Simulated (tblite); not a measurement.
# C5H9BN2: the cost of one run

The runs use tblite 0.8.0 and PySCF 2.14.0, with density-fitted response routines of our own; the level of theory stands in each step. All values are computed, except where a source is named. Atoms count from 0, in the outputs and in this text.

## 1. Starting geometry

17 atoms, charge 0, multiplicity 1; geometry from: force field or distance geometry start.

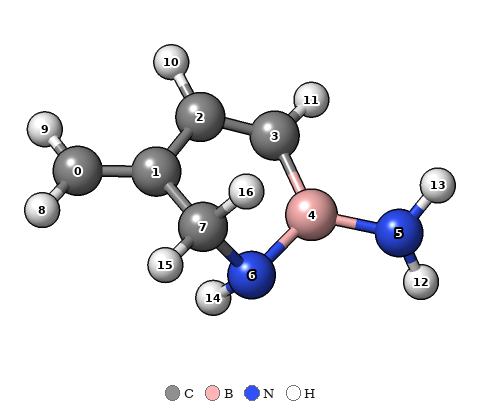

As it starts; carbon grey, boron pink, nitrogen blue, hydrogen white, atoms numbered.

## 2. Relaxing the molecule with GFN2-xTB

Job settings and geometry (Å):

```
{"job": {"kind": "relax", "xc": "GFN2-xTB", "basis": "xTB"}, "charge": 0, "multiplicity": 1}
C     -2.571400     0.200800     0.122300
C     -1.296000     0.195100     0.382300
C     -0.484800     1.393800     0.148800
C      0.814100     1.261500    -0.013700
B      1.407300    -0.186000     0.098500
N      2.825100    -0.517800     0.399300
N      0.413500    -1.332500    -0.042300
C     -0.637400    -1.016400     0.941100
H     -3.219400    -0.665900     0.286500
H     -3.034600     1.101700    -0.270500
H     -0.959100     2.383600     0.084600
H      1.485100     2.072600    -0.188200
H      3.353400    -1.039400    -0.290300
H      3.347000     0.123900     1.006600
H     -0.014400    -1.339800    -1.007300
H     -1.319300    -1.865500     1.099000
H     -0.116100    -0.757500     1.882800
```

Command:

```console
$ OMP_NUM_THREADS=1 python probes_run.py task.json out
```

One launch serves the whole session: the jobs run in the order shown.

**Question.** How long does this first job take on 1 thread of Arm Neoverse N1, shared host?

About 1.1 s.
